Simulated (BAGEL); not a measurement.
# Si2H3OF (SMILES F[Si]O[SiH3]): B3LYP/def2-SVPD (density fitting with qzvpp-jkfit)

What is the energy change on altering one bond length of Si2H3OF at B3LYP/def2-SVPD (density fitting with qzvpp-jkfit)? 

Program for the calculation: BAGEL 1.2.2.

1 further run of the same task is left out (set aside as unsound or not needed).

## Step 1: Starting point

Si2H3OF: 7 atoms, total charge 0, spin state singlet. As SMILES, `F[Si]O[SiH3]`. Geometry: relaxed at PBE0-D4/def2-TZVP. This is one conformer, not always the lowest.

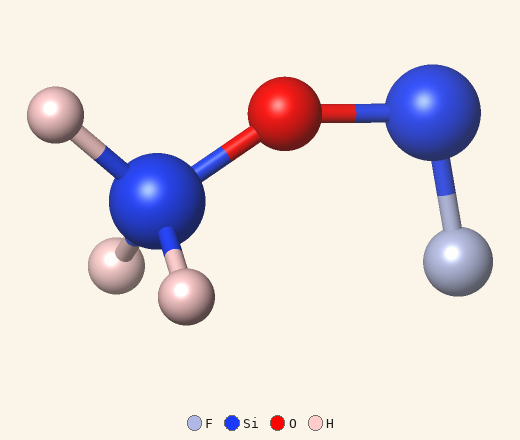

The structure, seen from a chosen angle (fluorine light blue, silicon blue, oxygen red, hydrogen pink).

## Step 2: A single-point energy at B3LYP/def2-SVPD (density fitting with qzvpp-jkfit)

job.json reads:

```json
{ "bagel" : [

{
  "title" : "molecule",
  "basis" : "def2-svpd.json",
  "df_basis" : "qzvpp-jkfit",
  "angstrom" : "true",
  "geometry" : [
    { "atom" : "F", "xyz" : [    0.639300,   -1.829500,    1.608700 ] },
    { "atom" : "Si", "xyz" : [   -0.428700,   -2.165500,    0.441500 ] },
    { "atom" : "O", "xyz" : [   -0.538300,   -0.736500,   -0.334600 ] },
    { "atom" : "Si", "xyz" : [   -0.025600,    0.837100,   -0.406700 ] },
    { "atom" : "H", "xyz" : [   -0.705100,    1.480700,   -1.555500 ] },
    { "atom" : "H", "xyz" : [   -0.385700,    1.537800,    0.850000 ] },
    { "atom" : "H", "xyz" : [    1.444000,    0.875800,   -0.603300 ] }
  ]
},
{ "title" : "ks", "xc_func" : "b3lyp" },
{ "title" : "print", "file" : "orbitals.molden", "orbitals" : "true" }

]}
```

The basis set def2-SVPD is read from a file made from the Basis Set Exchange's data (not shown).

Launch:

```
$ BAGEL_NUM_THREADS=1 BAGEL job.json > job.out
```

What it wrote:

```text
* using 1 threads per process

  ===============================================================
  ===============================================================

  *** Geometry ***

  { "atom" : "F", "xyz" : [      1.208102,     -3.457254,      3.040002 ] },
  { "atom" : "Si", "xyz" : [     -0.810126,     -4.092202,      0.834314 ] },
  { "atom" : "O", "xyz" : [     -1.017240,     -1.391783,     -0.632302 ] },
  { "atom" : "Si", "xyz" : [     -0.048377,      1.581890,     -0.768552 ] },
  { "atom" : "H", "xyz" : [     -1.332446,      2.798117,     -2.939469 ] },
  { "atom" : "H", "xyz" : [     -0.728867,      2.906021,      1.606267 ] },
  { "atom" : "H", "xyz" : [      2.728765,      1.655022,     -1.140072 ] },

  Number of auxiliary basis functions:      464

  Since a DF basis is specified, we compute 2- and 3-index integrals:
    o Being stored without compression. Storage requirement is 0.052 GB

  Number of basis functions:      118
  Number of electrons      :       48

    * METHOD: MOLECULE                             0.25

  *** Kohn-Sham DFT ***

    * Removing 11541 points whose weight is below 1.00e-10
    * Grid points: 92801

  === Nuclear Repulsion ===
   211.0236356848

       - DIIS with orbital gradients will be used.

  === KS iteration (b3lyp / def2-svpd.json) ===
      0       -726.38948625          0.09648183           0.45
      1       -681.49788986          0.10583528           0.43
      2       -637.49558531          0.20305766           0.43
      3       -733.69390680          0.09167151           0.43
      4       -746.15803970          0.08594717           0.43
      5       -747.67885595          0.07925913           0.43
      6       -746.97962848          0.09613358           0.43
      7       -684.23354744          0.14129435           0.43
      8       -755.55924932          0.01343161           0.43
      9       -755.52656508          0.01713425           0.43
     10       -755.68828684          0.00402712           0.43
     11       -755.68983185          0.00375532           0.43
     12       -755.69853690          0.00091379           0.43
     13       -755.69904369          0.00008532           0.43
     14       -755.69904801          0.00001984           0.43
     15       -755.69904818          0.00000635           0.43
     16       -755.69904821          0.00000061           0.43
     17       -755.69904821          0.00000030           0.43
     18       -755.69904821          0.00000006           0.43
     19       -755.69904821          0.00000003           0.43
     20       -755.69904821          0.00000001           0.43
    * SCF iteration converged.

    * Permanent dipole moment:
           (    0.131519,    -0.268720,     0.282565) a.u.

    * METHOD: KS                                   9.60

    * METHOD: PRINT                                0.03

  ===============================================================
```

It took 10 s on 1 thread of Arm Neoverse V1, shared host; peak memory 0.51 GiB.

## Step 3: The distorted shape, same level

input.json reads:

```json
{ "bagel": [

{
  "title": "molecule",
  "basis": "def2-svpd.json",
  "df_basis": "qzvpp-jkfit",
  "angstrom": true,
  "geometry": [
    { "atom": "F", "xyz": [    1.173333,   -1.661490,    2.192336 ] },
    { "atom": "Si", "xyz": [   -0.428700,   -2.165500,    0.441500 ] },
    { "atom": "O", "xyz": [   -0.538300,   -0.736500,   -0.334600 ] },
    { "atom": "Si", "xyz": [   -0.025600,    0.837100,   -0.406700 ] },
    { "atom": "H", "xyz": [   -0.705100,    1.480700,   -1.555500 ] },
    { "atom": "H", "xyz": [   -0.385700,    1.537800,    0.850000 ] },
    { "atom": "H", "xyz": [    1.444000,    0.875800,   -0.603300 ] }
  ]
},
{ "title": "ks", "xc_func": "b3lyp" },
{ "title": "print", "file": "orbitals.molden", "orbitals": true }

]}
```

The basis set def2-SVPD is read from a file made from the Basis Set Exchange's data (not shown).

Launch:

```
$ BAGEL_NUM_THREADS=1 BAGEL input.json > input.out
```

What it wrote:

```text
* using 1 threads per process

  ===============================================================
  ===============================================================

  *** Geometry ***

  { "atom" : "F", "xyz" : [      2.217278,     -3.139761,      4.142915 ] },
  { "atom" : "Si", "xyz" : [     -0.810126,     -4.092202,      0.834314 ] },
  { "atom" : "O", "xyz" : [     -1.017240,     -1.391783,     -0.632302 ] },
  { "atom" : "Si", "xyz" : [     -0.048377,      1.581890,     -0.768552 ] },
  { "atom" : "H", "xyz" : [     -1.332446,      2.798117,     -2.939469 ] },
  { "atom" : "H", "xyz" : [     -0.728867,      2.906021,      1.606267 ] },
  { "atom" : "H", "xyz" : [      2.728765,      1.655022,     -1.140072 ] },

  Number of auxiliary basis functions:      464

  Since a DF basis is specified, we compute 2- and 3-index integrals:
    o Being stored without compression. Storage requirement is 0.052 GB

  Number of basis functions:      118
  Number of electrons      :       48

    * METHOD: MOLECULE                             0.25

  *** Kohn-Sham DFT ***

    * Removing 10909 points whose weight is below 1.00e-10
    * Grid points: 93433

  === Nuclear Repulsion ===
   191.8731978800

       - DIIS with orbital gradients will be used.

  === KS iteration (b3lyp / def2-svpd.json) ===
      0       -729.69065761          0.09972078           0.44
      1       -688.51520267          0.08306896           0.43
      2       -709.85650136          0.11507908           0.43
      3       -739.82233439          0.08326836           0.43
      4       -745.21178680          0.08417901           0.43
      5       -743.21575932          0.08700075           0.43
      6       -743.53634626          0.08030219           0.43
      7       -688.66557661          0.13888743           0.43
      8       -753.15965932          0.04656681           0.43
      9       -745.58890875          0.07867665           0.43
     10       -755.44307366          0.01353217           0.43
     11       -755.56665017          0.00874140           0.43
     12       -755.61093454          0.00297655           0.43
     13       -755.61458041          0.00216389           0.43
     14       -755.61681966          0.00122004           0.43
     15       -755.61787513          0.00020409           0.43
     16       -755.61791030          0.00003205           0.43
     17       -755.61791103          0.00000551           0.43
     18       -755.61791105          0.00000113           0.43
     19       -755.61791105          0.00000065           0.43
     20       -755.61791105          0.00000011           0.43
     21       -755.61791105          0.00000005           0.43
     22       -755.61791105          0.00000003           0.43
     23       -755.61791105          0.00000001           0.43
    * SCF iteration converged.

    * Permanent dipole moment:
           (    1.355259,    -0.101102,     1.717569) a.u.

    * METHOD: KS                                  10.83

    * METHOD: PRINT                                0.03

  ===============================================================
```

Run time: 11 s. Hardware: 1 thread of Arm Neoverse V1, shared host; peak memory 0.51 GiB.

## Step 4: Results

At B3LYP/def2-SVPD (density fitting with qzvpp-jkfit):

```
                                                          quantity          value
                                         first shape: total energy  -755.69905 Eh
                                        first shape: dipole moment         1.05 D
                                          first shape: HOMO energy       -7.61 eV
                                          first shape: LUMO energy       -1.98 eV
                                        first shape: HOMO–LUMO gap        5.64 eV
                                     distorted shape: total energy  -755.61791 Eh
                                    distorted shape: dipole moment         5.57 D
                                      distorted shape: HOMO energy       -7.94 eV
                                      distorted shape: LUMO energy       -3.39 eV
                                    distorted shape: HOMO–LUMO gap        4.55 eV
energy change with the F1–Si2 bond stretched from 1.617 to 2.426 Å       2.208 eV
```

With the F1–Si2 bond stretched from 1.617 to 2.426 Å the energy rises by 2.21 eV (51 kcal/mol). The first shape isn't relaxed at this level, so the change isn't measured from a minimum.
